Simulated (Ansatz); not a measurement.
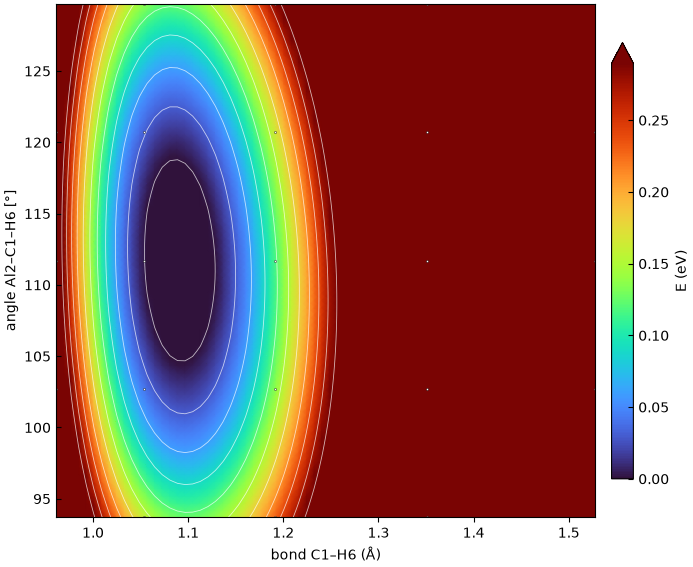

CH5AlO2, SMILES [CH3][Al]([OH])[OH]. Two internal coordinates are moved rigidly from the geometry relaxed at PBE0-D4/def2-TZVP, all others fixed. First axis: bond C1–H6. Second axis: angle Al2–C1–H6. The grid has 5 × 5 points. Points are written as (first, second). Energies: eV, counted from the lowest grid point. Theory: Ansatz 0.2.0, RKS PBE0-D4/def2-TZVPP.

Drawn: a smooth colour map with a few white contour lines, dots at the grid points, one colour for all values above the top of the scale. Between grid points the surface is interpolated.

**Estimate the position of the minimum and the force constants in these coordinates.**

The interpolated minimum is at bond C1–H6 ≈ 1.092 Å, angle Al2–C1–H6 ≈ 111.7°. The curvatures there are about 35 eV/Å² and 3 eV/rad², with a cross term of about 0.9 eV/(Å·rad). Round the minimum the two coordinates are weakly coupled (coupling 0.09 in units of the two stiffnesses).
